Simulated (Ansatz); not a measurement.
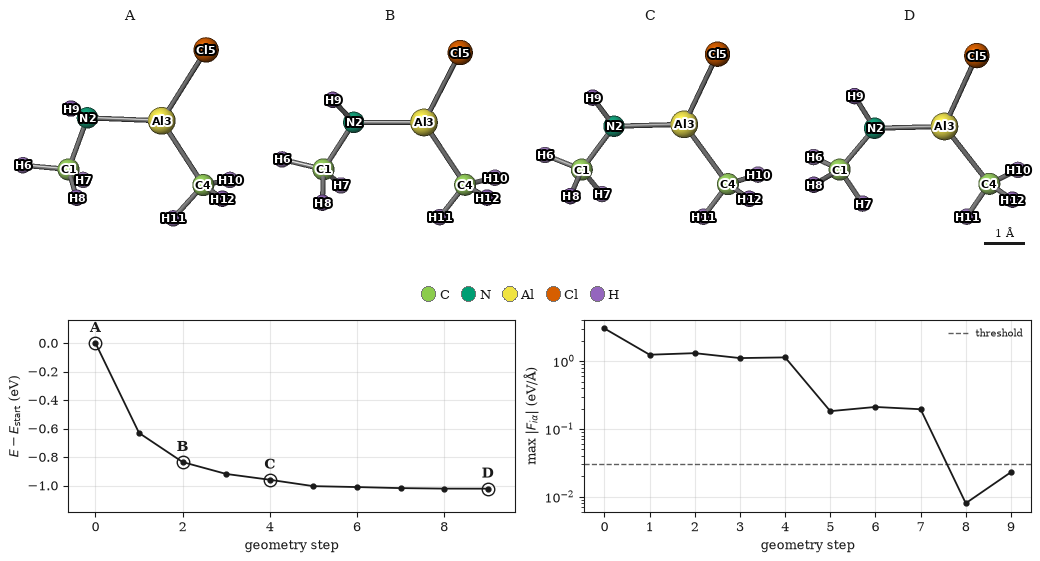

Frames of a relaxation of C2H7AlClN (coarse preliminary run), marked on the history of the run. The picture is a ball-and-stick view, seen at a tilt.

The start comes from a force field.

Level of theory: RKS PBE-D4/def2-SVP in Ansatz. Set-up: force threshold 0.03 eV/Å; at most 200 steps.

Question: What happens along the run?

Answer: After 9 geometry steps the energy has fallen by 1.022 eV. Largest force component: 3 eV/Å at the start, 0.023 eV/Å at the end. The largest move after the best rigid fit is that of H8, 1.16 Å. Largest moves by element: H 1.16 Å, N 0.41 Å, Cl 0.35 Å, C 0.28 Å, Al 0.20 Å. Among the contacts that change: N2–Al3 1.906 → 1.785 Å, Al3–Cl5 2.237 → 2.129 Å, C4–H11 1.196 → 1.109 Å, N2–H9 1.092 → 1.025 Å. Among the angles between lasting bonds that change: C1–N2–Al3 108.5° → 129.6°, Al3–N2–H9 108.1° → 118.1°, H7–C1–H8 114.2° → 106.7°. From step 0 to 2: H8 moves most (0.38 Å), energy −0.835 eV. From step 2 to 4: H8 moves most (0.38 Å), energy −0.124 eV. From step 4 to 9: H atoms move most (0.50 Å), energy −0.062 eV.

```
step  E − E(0), eV  largest force component, eV/Å
   0        0.0000                         3.0328
   1       -0.6310                         1.2439
   2       -0.8353                         1.3126
   3       -0.9186                         1.1103
   4       -0.9594                         1.1365
   5       -1.0042                         0.1832
   6       -1.0106                         0.2113
   7       -1.0179                         0.1954
   8       -1.0214                         0.0080
   9       -1.0218                         0.0231
```
